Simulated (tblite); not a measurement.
## Run report: C$_{6}$H$_{12}$Ge, geometry relaxation

The run: geometry relaxation of C$_{6}$H$_{12}$Ge. Method and program: GFN2-xTB geometry optimisation, gas phase (tblite 0.8.0).

It belongs to a series of runs on one base structure; here: constitutional isomer.

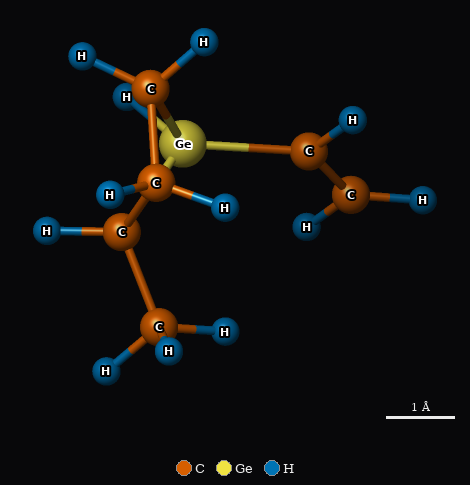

The structure as given in the input (ball-and-stick view, seen at a tilt). Sticks mark near contacts. Bond lengths as drawn: C–C 1.34 to 1.52 Å, C–Ge 1.87 to 1.97 Å, C–H 1.07 to 1.12 Å and Ge–H 1.53 Å.

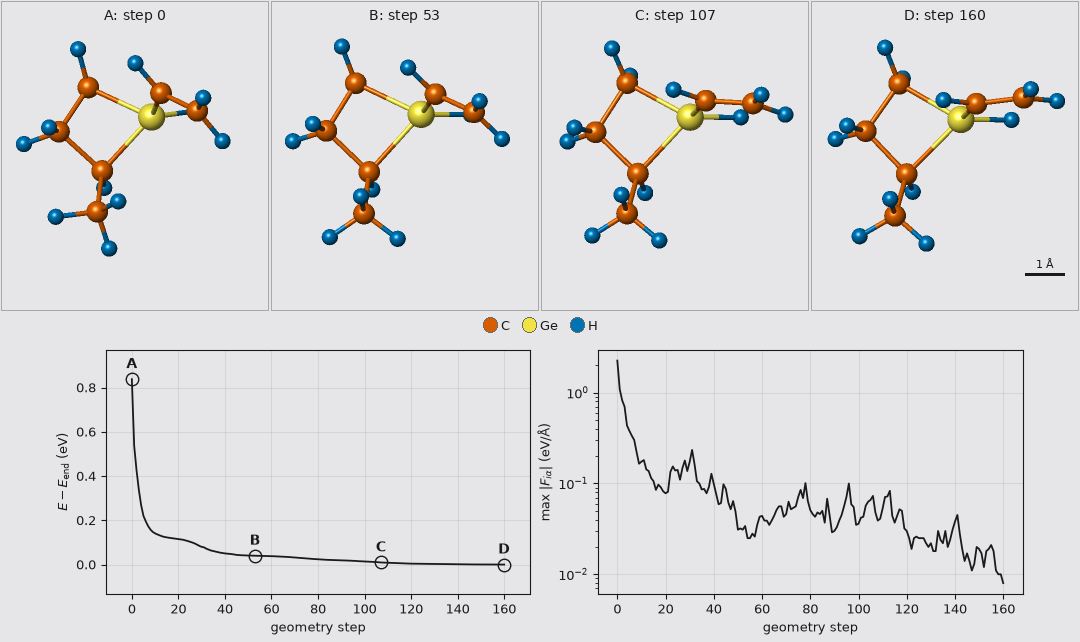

Frames of the relaxation (ball-and-stick view, seen at a tilt) above the curves, on which the letters mark them (steps are counted from 0).

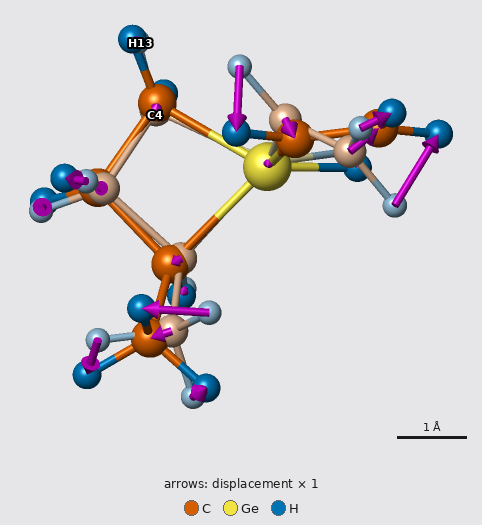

Start (faint) and end (solid) with the displacements as pink arrows, at true length (ball-and-stick view, seen at a tilt). The two geometries are laid on each other by the best rigid fit. The energy falls by 0.838 eV in 160 geometry steps. Largest force component: 2.3 eV/Å at the start, 0.008 eV/Å at the end. The atom that moves furthest after the best rigid fit is H9 (1.28 Å). Largest moves by element: H 1.28 Å, C 0.56 Å, Ge 0.10 Å. Distances before and after: Ge3–C6 1.922 → 2.020 Å, C2–Ge3 1.869 → 1.961 Å, Ge3–C4 1.972 → 2.003 Å, C4–H13 1.117 → 1.087 Å. Among the angles that change: C4–Ge3–H11 108.2° → 119.2°, C2–Ge3–H11 119.4° → 108.6°, Ge3–C4–H13 112.5° → 120.6°. (Atoms are counted from 1 in the order of the input.)

These pictures come from the run below.

### The input
```
{"job": {"kind": "relax", "xc": "GFN2-xTB", "basis": "xTB"}, "charge": 0, "multiplicity": 1}
C      2.898100    -0.634800    -0.161100
C      1.966900     0.292200     0.098300
Ge     0.421600     0.542300    -0.922600
C     -0.785200     1.834000    -0.048700
C     -1.359700     0.677500     0.734500
C     -1.195000    -0.345600    -0.381700
C     -1.047500    -1.717800     0.214500
H      3.786000    -0.796600     0.409300
H      2.712600    -1.267300    -1.036400
H      2.138300     0.917300     0.978500
H      0.549400     0.930800    -2.397900
H     -1.483500     2.345600    -0.743400
H     -0.236300     2.563400     0.595400
H     -2.431200     0.788200     1.015500
H     -0.782300     0.349300     1.620900
H     -2.004100    -0.302000    -1.130300
H     -1.613300    -1.768800     1.173200
H      0.006900    -1.974400     0.430200
H     -1.551600    -2.424100    -0.455500
```

The first line tells a small driver script what to run in tblite; the rest is the geometry in Å.

Launched with:
```bash
OMP_NUM_THREADS=1 python <driver script> task.json out
```

### Log
```
step      E/eV     max force
  0    -565.32710    2.770
  1    -565.62794    1.456
  2    -565.73752    1.017
  3    -565.82656    0.758
  4    -565.89688    0.507
  5    -565.94530    0.439
  6    -565.96999    0.373
  7    -565.99114    0.318
  8    -566.00681    0.316
  9    -566.01753    0.215
 10    -566.02399    0.189
 11    -566.02893    0.187
 12    -566.03330    0.189
 13    -566.03722    0.178
 14    -566.04022    0.127
 15    -566.04229    0.114
 16    -566.04386    0.105
 17    -566.04536    0.113
 18    -566.04692    0.100
 19    -566.04836    0.096
 20    -566.04959    0.096
 21    -566.05091    0.092
 22    -566.05279    0.142
 23    -566.05541    0.163
 24    -566.05853    0.145
 25    -566.06187    0.147
 26    -566.06538    0.145
 27    -566.06953    0.160
 28    -566.07490    0.199
 29    -566.08033    0.163
 30    -566.08495    0.208
 31    -566.08706    0.273
 32    -566.09314    0.212
 33    -566.09739    0.128
 34    -566.10142    0.110
 35    -566.10389    0.109
 36    -566.10607    0.109
 37    -566.10865    0.110
 38    -566.11122    0.105
 39    -566.11293    0.135
 40    -566.11452    0.100
 41    -566.11556    0.079
 42    -566.11668    0.066
 43    -566.11776    0.080
 44    -566.11967    0.117
 45    -566.12122    0.099
 46    -566.12216    0.082
 47    -566.12274    0.063
 48    -566.12333    0.067
 49    -566.12377    0.054
 50    -566.12410    0.039
 51    -566.12435    0.036
 52    -566.12467    0.034
 53    -566.12502    0.038
 54    -566.12529    0.030
 55    -566.12546    0.029
 56    -566.12563    0.031
 57    -566.12587    0.033
 58    -566.12618    0.044
 59    -566.12654    0.044
 60    -566.12692    0.050
 61    -566.12734    0.051
 62    -566.12779    0.043
 63    -566.12824    0.043
 64    -566.12867    0.050
 65    -566.12914    0.054
 66    -566.12975    0.053
 67    -566.13051    0.061
 68    -566.13131    0.060
 69    -566.13200    0.046
 70    -566.13264    0.051
 71    -566.13333    0.064
 72    -566.13407    0.064
 73    -566.13483    0.063
 74    -566.13570    0.063
 75    -566.13676    0.077
 76    -566.13798    0.087
 77    -566.13911    0.071
 78    -566.13974    0.107
 79    -566.14043    0.101
 80    -566.14109    0.078
 81    -566.14228    0.065
 82    -566.14276    0.053
 83    -566.14332    0.050
 84    -566.14363    0.051
 85    -566.14399    0.054
 86    -566.14434    0.039
 87    -566.14475    0.090
 88    -566.14500    0.058
 89    -566.14539    0.031
 90    -566.14557    0.037
 91    -566.14587    0.041
 92    -566.14617    0.051
 93    -566.14669    0.060
 94    -566.14737    0.070
 95    -566.14813    0.089
 96    -566.14828    0.102
 97    -566.14936    0.072
 98    -566.14989    0.065
 99    -566.15055    0.040
100    -566.15085    0.043
101    -566.15139    0.050
102    -566.15184    0.056
103    -566.15243    0.058
104    -566.15292    0.095
105    -566.15361    0.097
106    -566.15465    0.101
107    -566.15548    0.065
108    -566.15591    0.058
109    -566.15623    0.050
110    -566.15661    0.064
111    -566.15720    0.077
112    -566.15796    0.074
113    -566.15854    0.085
114    -566.15883    0.052
115    -566.15918    0.041
116    -566.15952    0.052
117    -566.15992    0.063
118    -566.16031    0.058
119    -566.16060    0.037
120    -566.16079    0.033
121    -566.16094    0.027
122    -566.16109    0.025
123    -566.16123    0.029
124    -566.16137    0.029
125    -566.16151    0.030
126    -566.16165    0.029
127    -566.16182    0.028
128    -566.16201    0.023
129    -566.16218    0.026
130    -566.16233    0.024
131    -566.16245    0.022
132    -566.16254    0.022
133    -566.16263    0.030
134    -566.16272    0.033
135    -566.16286    0.029
136    -566.16309    0.044
137    -566.16324    0.031
138    -566.16340    0.029
139    -566.16353    0.031
140    -566.16370    0.038
141    -566.16388    0.046
142    -566.16407    0.030
143    -566.16418    0.022
144    -566.16424    0.015
145    -566.16429    0.019
146    -566.16435    0.016
147    -566.16440    0.016
148    -566.16444    0.016
149    -566.16448    0.023
150    -566.16453    0.022
151    -566.16457    0.020
152    -566.16461    0.013
153    -566.16465    0.023
154    -566.16469    0.030
155    -566.16474    0.030
156    -566.16480    0.022
157    -566.16484    0.015
158    -566.16487    0.013
159    -566.16489    0.012
160    -566.16491    0.009
```

### Trajectory as extended XYZ (Å, eV, eV/Å), 6 of the 161 frames kept, from step=0 to step=160
```
19
Properties=species:S:1:pos:R:3:forces:R:3 step=0 energy=-565.32710
C     2.8981   -0.6348   -0.1611   -1.2000   0.1910  -0.7880
C     1.9669    0.2922    0.0983    2.2530  -0.7010   1.1360
Ge    0.4216    0.5423   -0.9226   -0.7740   1.6520  -2.0850
C    -0.7852    1.8340   -0.0487    1.4670   1.8240   0.6760
C    -1.3597    0.6775    0.7345   -1.5930  -0.0130  -0.3260
C    -1.1950   -0.3456   -0.3817   -0.5650  -1.5340   0.6900
C    -1.0475   -1.7178    0.2145   -0.9210  -1.0570   0.4430
H     3.7860   -0.7966    0.4093    0.1990  -0.0240   0.1760
H     2.7126   -1.2673   -1.0364    0.4390   0.1030   0.4190
H     2.1383    0.9173    0.9785   -0.2390  -0.0300  -0.2550
H     0.5494    0.9308   -2.3979    0.3700  -0.3010  -0.0180
H    -1.4835    2.3456   -0.7434    0.3320  -0.3460   0.7700
H    -0.2363    2.5634    0.5954   -0.8550   0.0400  -0.3770
H    -2.4312    0.7882    1.0155    0.5970   0.0530   0.1700
H    -0.7823    0.3493    1.6209   -0.1790   0.5260  -0.5110
H    -2.0041   -0.3020   -1.1303    0.2940   0.0880   0.4250
H    -1.6133   -1.7688    1.1732    0.3940  -0.0650  -0.5110
H     0.0069   -1.9744    0.4302   -0.6540  -0.0730  -0.2370
H    -1.5516   -2.4241   -0.4555    0.6340  -0.3330   0.2040
19
Properties=species:S:1:pos:R:3:forces:R:3 step=32 energy=-566.09314
C     2.9287   -0.6697   -0.2843    0.0280   0.0520   0.0090
C     2.0486    0.2659    0.0389   -0.0040  -0.0910  -0.0240
Ge    0.3883    0.6409   -0.9562    0.1620   0.0650  -0.0830
C    -0.7737    1.9411    0.0206    0.0340   0.0180  -0.0270
C    -1.4352    0.7590    0.7433   -0.0250  -0.1330  -0.0700
C    -1.1992   -0.3703   -0.2763   -0.0410  -0.1480  -0.0660
C    -1.0714   -1.7841    0.2532    0.0050  -0.0920   0.0960
H     3.8010   -0.8785    0.3261   -0.1090   0.0200  -0.0980
H     2.8244   -1.2643   -1.1842    0.0000   0.1050   0.1460
H     2.1808    0.8416    0.9508    0.0270  -0.0940  -0.0930
H     0.6386    0.7085   -2.4674    0.0220   0.0570   0.0320
H    -1.4927    2.4345   -0.6282    0.0130   0.0390  -0.0650
H    -0.3415    2.6890    0.6756    0.0600   0.0710   0.0850
H    -2.4896    0.9274    0.9559   -0.0500  -0.0270   0.1570
H    -0.9156    0.5267    1.6738   -0.0190   0.0560   0.0030
H    -2.0018   -0.3254   -1.0128   -0.0490  -0.0520  -0.0920
H    -1.9023   -2.0280    0.9194    0.0370  -0.0140  -0.0780
H    -0.1407   -1.8968    0.8118   -0.0670   0.0040   0.0370
H    -1.0566   -2.5083   -0.5674   -0.0260   0.1640   0.1320
19
Properties=species:S:1:pos:R:3:forces:R:3 step=64 energy=-566.12867
C     2.9713   -0.6571   -0.3774   -0.0070   0.0030   0.0250
C     2.0702    0.2231    0.0248   -0.0160  -0.0130   0.0030
Ge    0.4073    0.6412   -0.9332   -0.0100   0.0030  -0.0020
C    -0.7690    1.9400    0.0328    0.0090  -0.0210  -0.0200
C    -1.4782    0.7544    0.7109   -0.0050   0.0050  -0.0040
C    -1.2026   -0.3876   -0.2838    0.0110   0.0120  -0.0020
C    -1.0932   -1.7684    0.3308   -0.0130   0.0190  -0.0140
H     3.8414   -0.9001    0.2151    0.0280   0.0040  -0.0330
H     2.8737   -1.1783   -1.3177    0.0050   0.0330   0.0290
H     2.1951    0.7228    0.9779    0.0310  -0.0390   0.0000
H     0.6663    0.7875   -2.4345   -0.0010  -0.0070   0.0010
H    -1.4411    2.4605   -0.6478    0.0030   0.0060   0.0250
H    -0.3490    2.6706    0.7222   -0.0190  -0.0350  -0.0140
H    -2.5370    0.9223    0.9133   -0.0130   0.0120  -0.0100
H    -0.9903    0.5204    1.6587    0.0030   0.0340   0.0040
H    -1.9720   -0.3909   -1.0603    0.0050  -0.0080   0.0190
H    -2.0357   -2.0464    0.8028    0.0060  -0.0310   0.0150
H    -0.3098   -1.7940    1.0883   -0.0140   0.0150  -0.0290
H    -0.8571   -2.5105   -0.4302   -0.0020   0.0070   0.0070
19
Properties=species:S:1:pos:R:3:forces:R:3 step=96 energy=-566.14828
C     3.1333   -0.5011   -0.5810   -0.0360   0.0940  -0.0130
C     2.1221    0.0389    0.0813    0.0310  -0.0960  -0.0160
Ge    0.4453    0.5384   -0.8164    0.0130   0.0180   0.0520
C    -0.7297    1.9105    0.0485    0.0130  -0.0120  -0.0090
C    -1.6256    0.7952    0.6183    0.0020   0.0040   0.0360
C    -1.2427   -0.4193   -0.2512   -0.0200  -0.0050   0.0260
C    -1.1701   -1.7414    0.4886   -0.0540  -0.0010   0.0040
H     4.0541   -0.8048   -0.1061   -0.0060  -0.0090   0.0250
H     3.0815   -0.6417   -1.6519    0.0170  -0.0010   0.0730
H     2.1880    0.1716    1.1559   -0.0220  -0.0030  -0.1000
H     0.7669    0.6847   -2.3032   -0.0270  -0.0140  -0.0240
H    -1.2579    2.5134   -0.6887   -0.0030   0.0030   0.0350
H    -0.3228    2.5778    0.8059   -0.0180   0.0010  -0.0330
H    -2.6912    1.0333    0.5908    0.0390  -0.0130  -0.0060
H    -1.3576    0.5957    1.6567    0.0080   0.0060  -0.0020
H    -1.9405   -0.5096   -1.0866    0.0310  -0.0010  -0.0230
H    -2.1390   -1.9989    0.9175   -0.0250   0.0180   0.0000
H    -0.4462   -1.6901    1.3012    0.0150  -0.0040  -0.0320
H    -0.8777   -2.5435   -0.1871    0.0410   0.0160   0.0080
19
Properties=species:S:1:pos:R:3:forces:R:3 step=128 energy=-566.16201
C     3.1969   -0.3770   -0.5585   -0.0160  -0.0090  -0.0110
C     2.0658   -0.0491    0.0430    0.0190  -0.0040   0.0040
Ge    0.4140    0.4651   -0.8796   -0.0040  -0.0020  -0.0090
C    -0.6802    1.8838    0.0121   -0.0020  -0.0010   0.0100
C    -1.5779    0.8033    0.6427   -0.0010  -0.0140  -0.0100
C    -1.2828   -0.4263   -0.2396    0.0100  -0.0040  -0.0020
C    -1.2300   -1.7501    0.4978   -0.0080  -0.0100  -0.0110
H     4.0844   -0.6610   -0.0121   -0.0040   0.0030  -0.0060
H     3.2806   -0.3780   -1.6345   -0.0030   0.0150   0.0150
H     2.0148   -0.0638    1.1246    0.0040   0.0050   0.0050
H     0.6985    0.5918   -2.3769    0.0050  -0.0130   0.0020
H    -1.2300    2.4945   -0.7018    0.0020  -0.0080   0.0080
H    -0.2153    2.5482    0.7370   -0.0090   0.0130  -0.0060
H    -2.6344    1.0760    0.6705    0.0150  -0.0110   0.0140
H    -1.2576    0.5995    1.6656   -0.0030   0.0150  -0.0160
H    -2.0117   -0.4885   -1.0511    0.0040   0.0050   0.0160
H    -2.1939   -1.9827    0.9520    0.0010   0.0220   0.0030
H    -0.4788   -1.7184    1.2865   -0.0200  -0.0070  -0.0050
H    -0.9723   -2.5580   -0.1851    0.0080   0.0050  -0.0030
19
Properties=species:S:1:pos:R:3:forces:R:3 step=160 energy=-566.16491
C     3.2096   -0.3366   -0.5428   -0.0020   0.0050   0.0060
C     2.0659   -0.0543    0.0576    0.0060  -0.0010   0.0000
Ge    0.4191    0.4470   -0.8809    0.0010   0.0020  -0.0080
C    -0.6810    1.8784   -0.0139    0.0040   0.0010  -0.0010
C    -1.5362    0.7979    0.6696    0.0020   0.0070   0.0010
C    -1.2829   -0.4250   -0.2317   -0.0050   0.0010   0.0070
C    -1.2736   -1.7628    0.4793    0.0010  -0.0060   0.0060
H     4.0998   -0.6148    0.0022    0.0000   0.0000  -0.0030
H     3.3020   -0.2976   -1.6169    0.0010  -0.0020  -0.0010
H     2.0046   -0.1017    1.1376   -0.0010   0.0030  -0.0010
H     0.7204    0.5406   -2.3778    0.0000   0.0000  -0.0010
H    -1.2628    2.4400   -0.7428    0.0030   0.0010   0.0030
H    -0.2242    2.5871    0.6729   -0.0020   0.0000   0.0000
H    -2.5900    1.0639    0.7675    0.0010  -0.0050  -0.0020
H    -1.1484    0.5966    1.6693   -0.0020  -0.0020  -0.0020
H    -2.0201   -0.4448   -1.0377    0.0000  -0.0020  -0.0030
H    -2.2436   -1.9636    0.9350   -0.0020  -0.0030   0.0000
H    -0.5196   -1.7737    1.2652   -0.0030  -0.0030   0.0020
H    -1.0488   -2.5673   -0.2191   -0.0030   0.0040  -0.0020
```

### Key numbers

```csv
quantity,value
outcome,converged
total energy,−566.1649 eV
hardware,"1 CPU thread, shared host"
wall time,2 s
peak memory,0.18 GiB
```
